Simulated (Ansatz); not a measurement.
# FGaH5N···H2: what the fields show

Input file:

```
crystal:
  periodic: [false, false, false]
  atoms:
    - { symbol: Ga, position_ang: [-0.804368, -0.720227, -0.795657] }
    - { symbol: H, position_ang: [0.391297, 1.757183, -1.46803] }
    - { symbol: H, position_ang: [0.237285, -1.667418, -1.498733] }
    - { symbol: H, position_ang: [-1.941053, 0.17233, -1.411164] }
    - { symbol: H, position_ang: [1.250344, 0.605245, 1.054814] }
    - { symbol: "N", position_ang: [-0.613378, -0.753143, 1.102397] }
    - { symbol: H, position_ang: [0.871746, 1.644857, -0.963672] }
    - { symbol: F, position_ang: [2.054982, 0.893991, 0.707999] }
    - { symbol: H, position_ang: [-0.089702, -1.514218, 1.549743] }
    - { symbol: H, position_ang: [-1.357154, -0.4186, 1.722202] }
basis:
  gaussian: { orbitals: def2-SVP }
hamiltonian:
  xc: blyp
relax:
  f_tol: 0.03
  max_steps: 50
output:
  orbitals: {}
```

Command:

```sh
ansatz run input.yaml --threads 2 --pin off --max-ram 3072MiB --backend cpu --events-out ev --progress --plain --runs-dir out
```

The fields are those of the run's last geometry, not of the input's.

All numbers below come from RKS BLYP/def2-SVP in Ansatz 0.2.0.

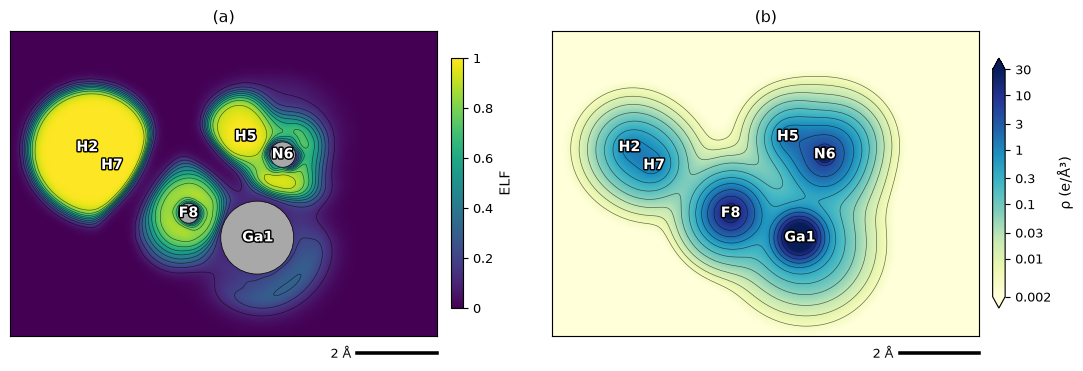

Figure 1. (a) ELF; (b) electron density on the plane of atoms N6, Ga1 and F8. Grey discs cover the atomic cores in the ELF map.

### Interpret the plot.

Atoms in the plane: Ga, H, N and F. F8···H7 (2.28 Å): the density falls to about 0.08 e/Å³ on the way; the ELF dips to about 0.05 between them. Ga–F (1.83 Å): the density is about 0.69 e/Å³ at the midpoint; the ELF peaks at about 0.80 in the valence shell of F, 0.5 Å from its nucleus, and is about 0.15 at the midpoint. Ga–N (2.18 Å): the density is about 0.42 e/Å³ at the midpoint; the ELF peaks at about 0.95 in the valence shell of N, 0.7 Å from its nucleus, and is about 0.30 at the midpoint. H–H (0.77 Å): the density is about 1.6 e/Å³ at the midpoint; the ELF peaks at about 1 between the atoms. N–H (1.03 Å): ρ at the midpoint is about 2.8 e/Å³; the ELF climbs to about 1 towards the hydrogen, as it does in any bond to H: an ordinary covalent bond to hydrogen. The ELF also peaks beside F8, away from the bonds: lone-pair regions.

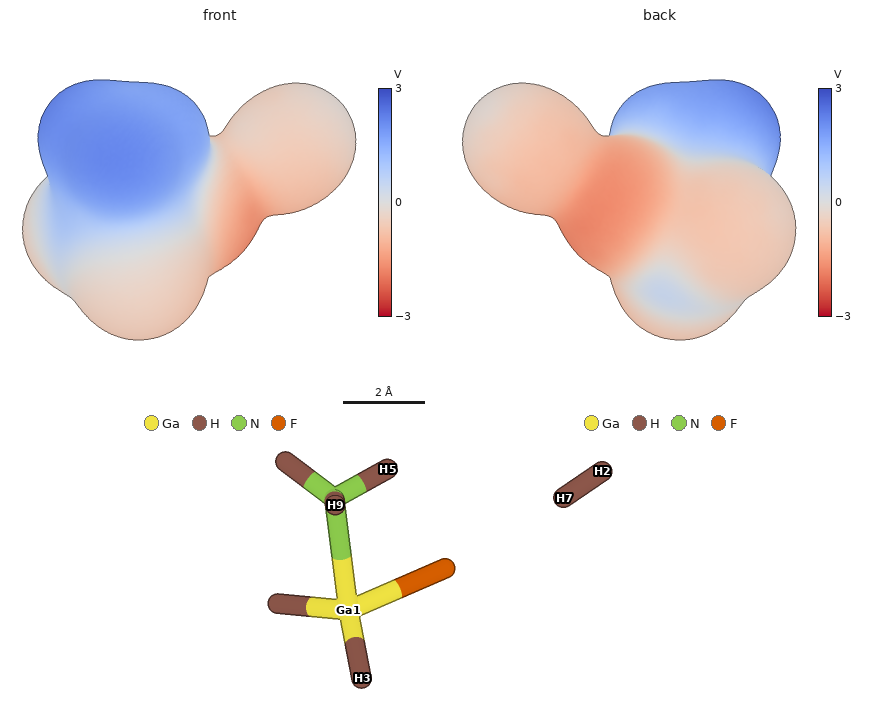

Figure 2. The electrostatic potential painted on the density surface at 0.001 e/bohr³, seen from the front and from behind; the colour scale runs from red (negative) to blue (positive). The bare structure is drawn below in the same view.

### Where is the surface potential most negative and most positive?

The most negative region (about −1.7 V, or −39 kcal/mol for a unit charge) lies over F8, the most positive (about +2.1 V, or +48 kcal/mol for a unit charge) over H9 and H10.

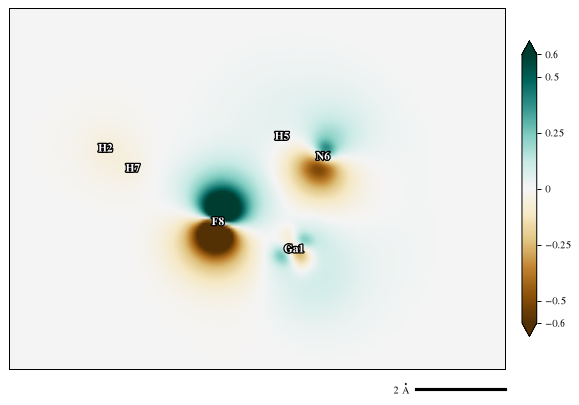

Figure 3. The HOMO−1 on the plane of atoms N6, Ga1 and F8 (values in Å⁻³ᐟ²; the overall sign is arbitrary).

### What is the character of this orbital?

By Hirshfeld shares it lies mainly on F8 (about 75 %), N6 (about 10 %) and Ga1 (about 10 %); largely a lone pair of F8. Its energy is −7.07 eV.
